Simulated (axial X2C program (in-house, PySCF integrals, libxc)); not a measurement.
# Relativistic diatomic calculation for TeCl⁺

System: TeCl⁺, single determinant with M_S = 1 and |Λ| = 0.
Method: PBE0, spin-free X2C-1e, Te dyall-cv3z, Cl dyall-av3z (cores contracted) (axial X2C program (in-house, PySCF integrals, libxc)).

**Log**
```
spin-free X2C-1e  PBE0
basis functions 186  fitting functions 938  grid points 5081
iter        total energy     max residual
   1      -7254.661695908     1.01e-05
   2      -7254.661695908     1.14e-05
converged
one-electron -10355.98433919  Coulomb 3097.53422997  exact exchange -50.56066968  xc functional -154.76698963  nuclear repulsion 209.11607262
```

**The points of the curve**

| R (Å) | E (hartree) | dipole (D; origin at the first atom, positive when the second is positive) | highest filled (eV) | lowest empty (eV) |
| --- | --- | --- | --- | --- |
| 1.946 | −7254.613439 | 2.22 | −13.88 | −10.28 |
| 2.036 | −7254.642305 | 1.97 | −14.05 | −10.45 |
| 2.103 | −7254.654328 | 1.78 | −14.18 | −10.58 |
| 2.170 | −7254.660293 | 1.60 | −14.29 | −10.69 |
| 2.237 | −7254.661696 | 1.42 | −14.40 | −10.80 |
| 2.315 | −7254.659112 | 1.23 | −14.50 | −10.91 |
| 2.394 | −7254.653303 | 1.06 | −14.59 | −11.01 |
| 2.494 | −7254.642789 | 0.86 | −14.67 | −11.13 |
| 2.617 | −7254.627451 | 0.67 | −14.69 | −11.23 |
| 2.796 | −7254.604265 | 0.53 | −14.58 | −11.30 |

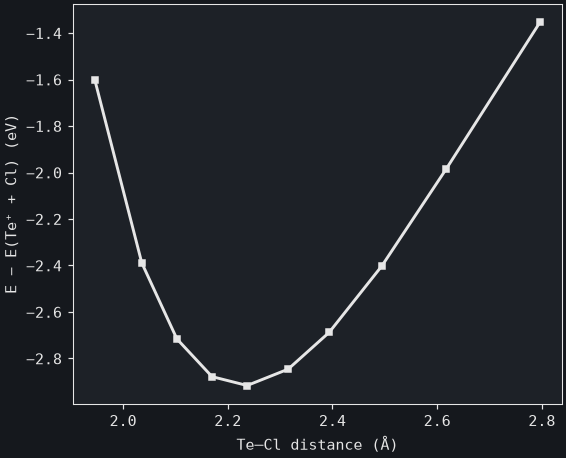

**Figure 1.** Energy at 10 bond lengths, for one set of occupations held fixed; the line joins the points. A polynomial of degree 6 through 9 points gives rₑ = 2.228 Å, ωₑ = 457.9 cm⁻¹, ωₑxₑ = 1.3 cm⁻¹ and Bₑ = 0.1233 cm⁻¹. The minimum lies 2.92 eV below Te⁺ + Cl, each computed as one determinant at the same level.

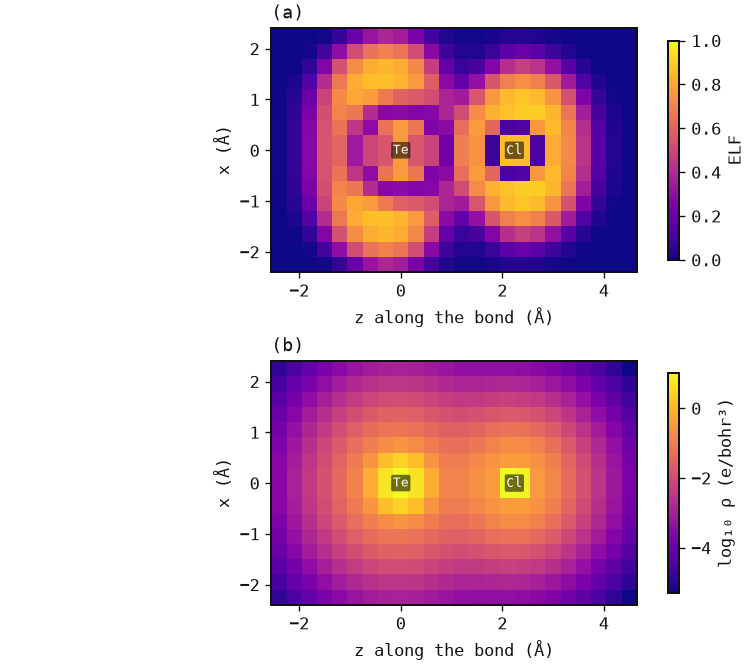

**Figure 2.** (a) electron localisation function; (b) electron density on a logarithmic scale, in a plane that holds the axis, at 2.24 Å, on points 0.3 Å apart (one half computed, the other mirrored); the structure near the nuclei is finer than these points.

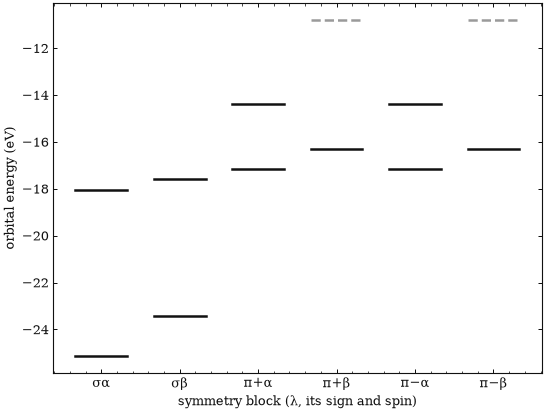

**Figure 3.** Orbital energies near the frontier at 2.24 Å, filled (solid) and empty (dashed); a label such as π−α means λ = −1 and α spin. The highest filled orbital (π+α; 65 % Te p, 28 % Cl p) lies at −14.40 eV, the lowest empty one (π+β; 78 % Te p, 13 % Cl p) at −10.80 eV.

**The input**
```
{"zs": [52, 17], "q": 1, "bas": ["dyall-cv3z", "dyall-av3z"], "levels": ["PBE0", "HF", "PBEsol"], "cc": true, "r0": 2.35, "thr": -1.0, "nmax": 90, "npts": 10, "nst": 2, "ntry": 6}
```

The line is the task of a batch: nuclear charges, charge, bases, the levels to run, a first guess of the distance and further settings. This report covers PBE0 without spin-orbit coupling. The log is that of the reference distance 2.237 Å, started from orbitals converged before.

Launched within a batch (the task file carries these settings):
```bash
python <driver script> task.json out
```

**Results in brief**

- outcome: converged
- bond length rₑ: 2.228 Å
- ωₑ: 457.9 cm⁻¹
- energy at the minimum: −7254.66173 hartree
- depth below the fragments: 2.92 eV
- largest ⟨S²⟩ along the curve: 2.08
- hardware: 1 thread of Arm Neoverse V1, 112 GiB of memory available, shared host
- wall time: 5.7 s
- peak memory: 0.78 GiB
